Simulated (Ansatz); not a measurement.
## Geometry relaxation of Ta2N2

Ta2N2, multiplicity 3, computed with UKS r2SCAN-D4/def2-TZVP (Ansatz 0.2.0).

The geometry: r2SCAN-D4/def2-TZVP start. Figures and captions count atoms from 1; the log counts them from 0 in places.

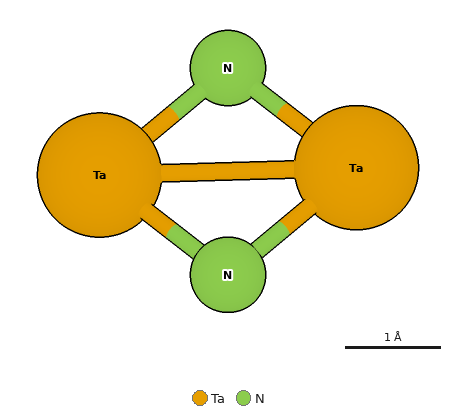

**Figure 1.** The starting structure (ball-and-stick view, seen at a tilt). Sticks mark near contacts. Bond lengths as drawn: N–Ta 1.86 Å and Ta–Ta 2.71 Å.

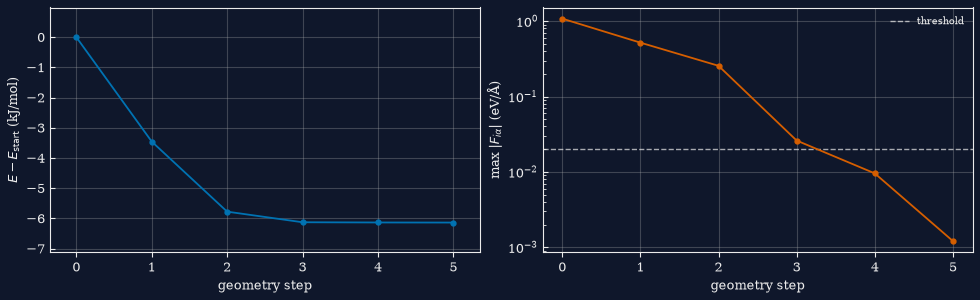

**Figure 2.** Progress of the relaxation, step by step (the first geometry is step 0 here and step 1 in the log).

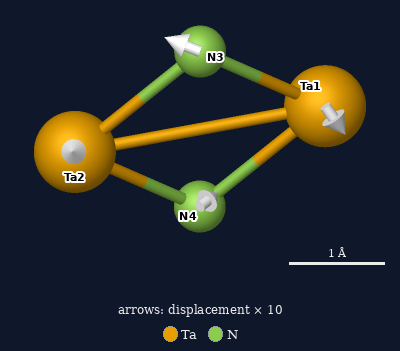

**Figure 3.** The starting structure with the displacements as white arrows, magnified 10 times (ball-and-stick view, seen at a tilt). The two geometries are laid on each other by the best rigid fit. The energy falls by 6.14 kJ/mol in 5 geometry steps. Largest force component: 1.1 eV/Å at the start, 0.0012 eV/Å at the end. The atom that moves furthest after the best rigid fit is N3 (0.041 Å). By element the largest moves are N 0.041 Å, Ta 0.039 Å. Among the contacts that change: Ta1–N3 1.864 → 1.927 Å, Ta2–N4 1.864 → 1.912 Å, Ta2–N3 1.864 → 1.833 Å, Ta1–Ta2 2.708 → 2.734 Å. (Atoms are counted from 1 in the order of the input.)

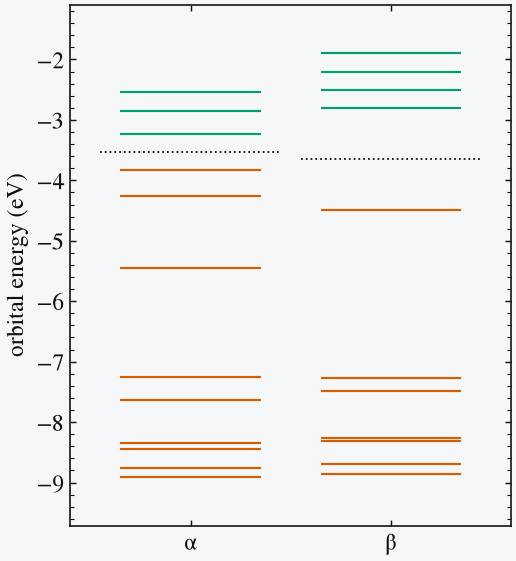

**Figure 4.** Orbital energies near the frontier for α and β spins; the dotted line parts filled from empty levels, and levels within 0.02 eV of each other stand side by side. α: highest filled −3.83 eV, lowest empty −3.23 eV, 0.60 eV apart; β: highest filled −4.49 eV, lowest empty −2.81 eV, 1.68 eV apart.

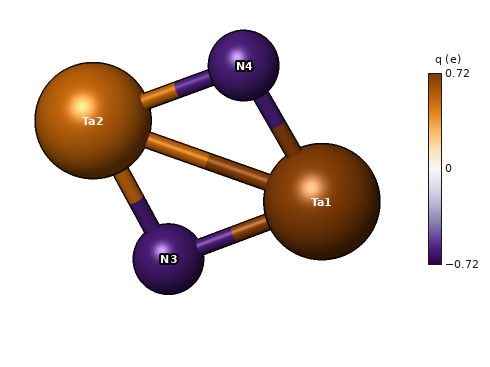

**Figure 5.** Mulliken charges, as the colour of each atom (ball-and-stick view, seen at a tilt; atoms are numbered from 1 in the order of the input; Mulliken charges depend strongly on the basis). By element: Ta +0.53 to +0.69 and N −0.62 to −0.60 e.

These pictures come from the run below.

**Input file**
```yaml
crystal:
  periodic: [false, false, false]
  atoms:
    - {symbol: Ta, position_ang: [1.352859, 0.013257, -0.058950]}
    - {symbol: Ta, position_ang: [-1.352814, -0.013334, 0.059941]}
    - {symbol: N, position_ang: [-0.008548, 1.277373, 0.092082]}
    - {symbol: N, position_ang: [0.008503, -1.277306, -0.093083]}
basis:
  gaussian: {orbitals: def2-TZVP}
magnetization: {spin_polarized: true, initial_magnetization: 2}
hamiltonian: {xc: r2scan, dispersion: d4}
scf: {lower_state_search: "off"}
output: {orbitals: {seedname: orbitals}}
relax: {f_tol: 0.02, max_steps: 100}
```

Run as:
```bash
ansatz run in.yaml --threads 4 --pin off --events-out ev --progress --plain --max-ram 3916MiB
```

**Log**
```
Functional definition: r2SCAN
  name "r2SCAN"
  cite "Furness, Kaplan, Ning, Perdew & Sun, J. Phys. Chem. Lett. 11, 8208 (2020) doi:10.1021/acs.jpclett.0c02405"
  cite "Furness, Kaplan, Ning, Perdew & Sun, J. Phys. Chem. Lett. 11, 9248 (2020) doi:10.1021/acs.jpclett.0c03077"
  parent r2scan
  parameter k0 = 0.174
  parameter k1 = 0.065
  parameter a1 = 4.9479
  exchange = r2scan_x(k0 = k0, k1 = k1, a1 = a1)
  correlation = r2scan_c
these checks for a lower state are left out or cut short: stability, starts, cluster_reference, orbital_swaps, neighbouring_geometries, increment
984 factors; their error is unknown
mean field evaluation 1: about -6047.5138 eV, gradient 9.0e1 eV
mean field evaluation 2: about -5735.2584 eV, gradient 2.1e2 eV
mean field evaluation 4: about -6082.5107 eV, gradient 1.0e1 eV
mean field evaluation 8: about -6082.8664 eV, gradient 1.3e0 eV
mean field evaluation 16: about -6082.8671 eV, gradient 4.3e-2 eV
mean field evaluation 32: about -6082.8675 eV, gradient 4.2e-4 eV
mean field evaluation 64: about -6082.9308 eV, gradient 2.6e-6 eV
mean field -6082.93082786 eV, -223.5435847651 hartree, gradient 5.0e-6 eV, S^2 2.458450; 0 other end points of the search recorded, 0 dependent functions left out
the calculation of the forces begins
reference -6082.93084905 eV, -223.5435855440 hartree; 21, 19 occupied and 121, 123 virtual orbitals, 984 factors
WARN: the results are in doubt because the forces break the atoms' symmetry
relax step   1: F+E_penalty+E_count = -6082.95886318 eV  Δ(F+E_penalty+E_count) = +0.000e0 eV  max|allowed force component| = 1.080e0 eV/Å  Δτ_max = 0.0000 Å  (210 SCF iters, accepted)
these checks for a lower state are left out or cut short: stability, starts, cluster_reference, orbital_swaps, neighbouring_geometries, increment
984 factors; their error is unknown
mean field -6082.96672244 eV, -223.5449038666 hartree, gradient 9.9e-6 eV, S^2 2.507191; 0 other end points of the search recorded, 0 dependent functions left out
the calculation of the forces begins
reference -6082.96674360 eV, -223.5449046445 hartree; 21, 19 occupied and 121, 123 virtual orbitals, 984 factors
relax step   2: F+E_penalty+E_count = -6082.99467718 eV  Δ(F+E_penalty+E_count) = -3.581e-2 eV  max|allowed force component| = 5.187e-1 eV/Å  Δτ_max = 0.0363 Å  (63 SCF iters, accepted)
these checks for a lower state are left out or cut short: stability, starts, cluster_reference, orbital_swaps, neighbouring_geometries, increment
984 factors; their error is unknown
mean field -6082.99079495 eV, -223.5457885152 hartree, gradient 2.7e-6 eV, S^2 2.507591; 0 other end points of the search recorded, 0 dependent functions left out
the calculation of the forces begins
reference -6082.99081615 eV, -223.5457892942 hartree; 21, 19 occupied and 121, 123 virtual orbitals, 984 factors
relax step   3: F+E_penalty+E_count = -6083.01872116 eV  Δ(F+E_penalty+E_count) = -2.404e-2 eV  max|allowed force component| = 2.556e-1 eV/Å  Δτ_max = 0.0202 Å  (52 SCF iters, accepted)
these checks for a lower state are left out or cut short: stability, starts, cluster_reference, orbital_swaps, neighbouring_geometries, increment
984 factors; their error is unknown
mean field evaluation 96: about -6082.9944 eV, gradient 2.1e-6 eV
mean field -6082.99442381 eV, -223.5459218734 hartree, gradient 2.7e-6 eV, S^2 2.508173; 0 other end points of the search recorded, 0 dependent functions left out
the calculation of the forces begins
reference -6082.99444503 eV, -223.5459226532 hartree; 21, 19 occupied and 121, 123 virtual orbitals, 984 factors
relax step   4: F+E_penalty+E_count = -6083.02235968 eV  Δ(F+E_penalty+E_count) = -3.639e-3 eV  max|allowed force component| = 2.604e-2 eV/Å  Δτ_max = 0.0083 Å  (44 SCF iters, accepted)
these checks for a lower state are left out or cut short: stability, starts, cluster_reference, orbital_swaps, neighbouring_geometries, increment
984 factors; their error is unknown
mean field -6082.99449986 eV, -223.5459246681 hartree, gradient 2.2e-6 eV, S^2 2.509199; 0 other end points of the search recorded, 0 dependent functions left out
the calculation of the forces begins
reference -6082.99452108 eV, -223.5459254479 hartree; 21, 19 occupied and 121, 123 virtual orbitals, 984 factors
relax step   5: F+E_penalty+E_count = -6083.02243624 eV  Δ(F+E_penalty+E_count) = -7.656e-5 eV  max|allowed force component| = 9.544e-3 eV/Å  Δτ_max = 0.0015 Å  (46 SCF iters, accepted)
these checks for a lower state are left out or cut short: stability, starts, cluster_reference, orbital_swaps, neighbouring_geometries, increment
984 factors; their error is unknown
mean field -6082.99452808 eV, -223.5459257052 hartree, gradient 2.6e-6 eV, S^2 2.509720; 0 other end points of the search recorded, 0 dependent functions left out
the calculation of the forces begins
reference -6082.99454930 eV, -223.5459264850 hartree; 21, 19 occupied and 121, 123 virtual orbitals, 984 factors
relax step   6: F+E_penalty+E_count = -6083.02246454 eV  Δ(F+E_penalty+E_count) = -2.830e-5 eV  max|allowed force component| = 1.206e-3 eV/Å  Δτ_max = 0.0020 Å  (46 SCF iters, accepted)
Total energy: -6083.02248576 eV, -223.5469531310 hartree
Atom 0 at     1.371176    -0.015756    -0.041414 Å, force    -0.000143     0.001155    -0.000223 eV/Å
Atom 1 at    -1.359795     0.011606     0.082312 Å, force     0.000553    -0.000759    -0.000411 eV/Å
Atom 2 at    -0.043963     1.287592     0.074026 Å, force     0.000796     0.000297     0.000313 eV/Å
Atom 3 at     0.032583    -1.283451    -0.114934 Å, force    -0.001206    -0.000692     0.000320 eV/Å
Dipole moment:     0.320838     0.079493    -0.050249 e Å
Checks for a lower state left out: stability, starts, cluster_reference, orbital_swaps, neighbouring_geometries, increment
```

**Trajectory as extended XYZ (Å, eV, eV/Å), 6 frames, from step=1 to step=6**
```
4
Properties=species:S:1:pos:R:3:forces:R:3 step=1 energy=-6082.95886
Ta    1.3529    0.0133   -0.0590    1.0593  -0.7849  -0.0363
Ta   -1.3528   -0.0133    0.0599   -0.6033   0.8029   0.1522
N    -0.0085    1.2774    0.0921   -1.0802   0.4064   0.0101
N     0.0085   -1.2773   -0.0931    0.6242  -0.4244  -0.1260
4
Properties=species:S:1:pos:R:3:forces:R:3 step=2 energy=-6082.99468
Ta    1.3819    0.0007   -0.0410   -0.4663  -0.4564  -0.0302
Ta   -1.3742   -0.0033    0.0817    0.5044   0.4550  -0.0091
N    -0.0246    1.2693    0.0721   -0.5187   0.3173   0.0648
N     0.0169   -1.2667   -0.1128    0.4806  -0.3159  -0.0254
4
Properties=species:S:1:pos:R:3:forces:R:3 step=3 energy=-6083.01872
Ta    1.3728   -0.0082   -0.0391   -0.1544  -0.2314  -0.0216
Ta   -1.3629    0.0051    0.0840    0.2103   0.1972  -0.0089
N    -0.0356    1.2861    0.0717   -0.2556  -0.0478   0.0201
N     0.0258   -1.2830   -0.1165    0.1997   0.0820   0.0104
4
Properties=species:S:1:pos:R:3:forces:R:3 step=4 energy=-6083.02236
Ta    1.3706   -0.0153   -0.0382    0.0143  -0.0217  -0.0119
Ta   -1.3587    0.0109    0.0854   -0.0260   0.0091  -0.0077
N    -0.0436    1.2883    0.0709   -0.0101  -0.0036   0.0095
N     0.0318   -1.2839   -0.1181    0.0218   0.0163   0.0101
4
Properties=species:S:1:pos:R:3:forces:R:3 step=5 energy=-6083.02244
Ta    1.3709   -0.0158   -0.0395    0.0095  -0.0015  -0.0065
Ta   -1.3593    0.0113    0.0842   -0.0092   0.0050  -0.0054
N    -0.0439    1.2879    0.0722   -0.0035  -0.0024   0.0061
N     0.0323   -1.2835   -0.1168    0.0031  -0.0011   0.0058
4
Properties=species:S:1:pos:R:3:forces:R:3 step=6 energy=-6083.02247
Ta    1.3712   -0.0158   -0.0414   -0.0001   0.0012  -0.0002
Ta   -1.3598    0.0116    0.0823    0.0006  -0.0008  -0.0004
N    -0.0440    1.2876    0.0740    0.0008   0.0003   0.0003
N     0.0326   -1.2835   -0.1149   -0.0012  -0.0007   0.0003
```

**Key numbers**

```tsv
quantity	value
outcome	converged
total energy	−6083.0225 eV
mean-field energy	−6082.9945 eV
dispersion energy	−0.0279 eV
⟨S²⟩	2.510
HOMO (either spin)	−3.83 eV
LUMO (either spin)	−3.23 eV
largest force (length of the vector) at the end	0.001 eV/Å
dipole moment	1.61 D
hardware	4 threads of Arm Neoverse V2, 23 GiB of memory available, shared host
wall time	40 s (CPU time 2.5 min)
peak memory	0.29 GiB
```

**Remarks**

⟨S²⟩ is 2.51 against 2.00 for a pure state: the solution is spin-contaminated.
